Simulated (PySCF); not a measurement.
| atom | x (Å) | y (Å) | z (Å) |
| --- | --- | --- | --- |
| C | -0.2415 | 1.3485 | -0.5799 |
| C | 0.0494 | -0.0417 | -0.1513 |
| C | 1.3723 | -0.3751 | 0.4315 |
| C | -1.0682 | -0.9932 | 0.0098 |
| F | -1.7011 | -0.8480 | 1.2637 |
| H | 0.6431 | 1.8190 | -1.0066 |
| H | -1.0489 | 1.3730 | -1.3108 |
| H | -0.5602 | 1.9630 | 0.2713 |
| H | 1.4007 | -0.1372 | 1.5022 |
| H | 2.1653 | 0.1955 | -0.0494 |
| H | 1.5868 | -1.4388 | 0.3353 |
| H | -1.8661 | -0.8281 | -0.7216 |
| H | -0.7362 | -2.0365 | -0.0121 |

Geometry: GFN2-xTB.

These are results of UKS B3LYP, pcH-1 on C F H, non-relativistic, mean-field spin-orbit, GIAO (PySCF 2.14.0, density-fitted response routines), not measurements.

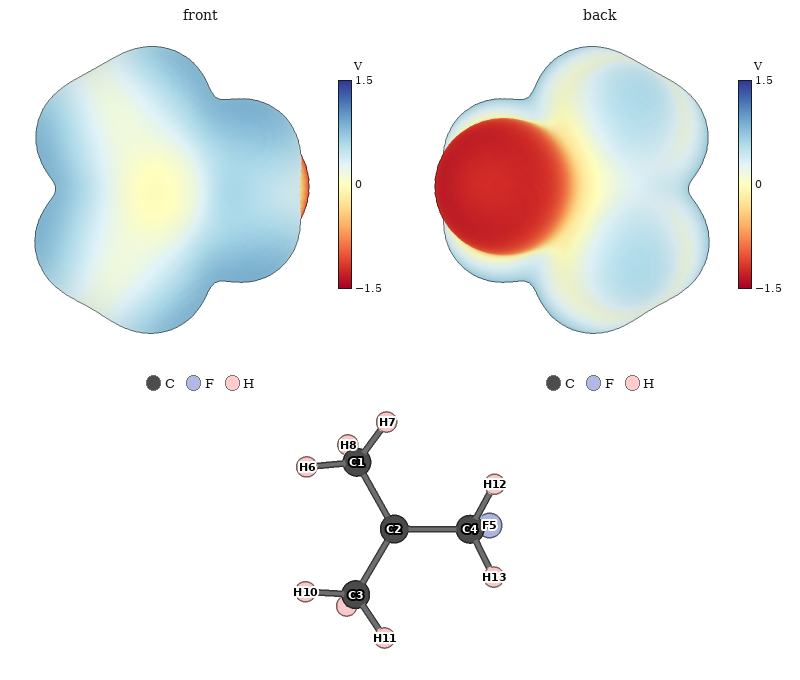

C4H8F (SMILES C[C](C)CF) (doublet). The electrostatic potential painted on the density surface at 0.002 e/bohr³, seen from the front and from behind; red is negative and blue positive. The bare structure is drawn below in the same view.

Describe the electrostatic potential map.

Answer. The most negative region (about −1.3 V) lies over F5, the most positive (about +0.8 V) over the H atoms.
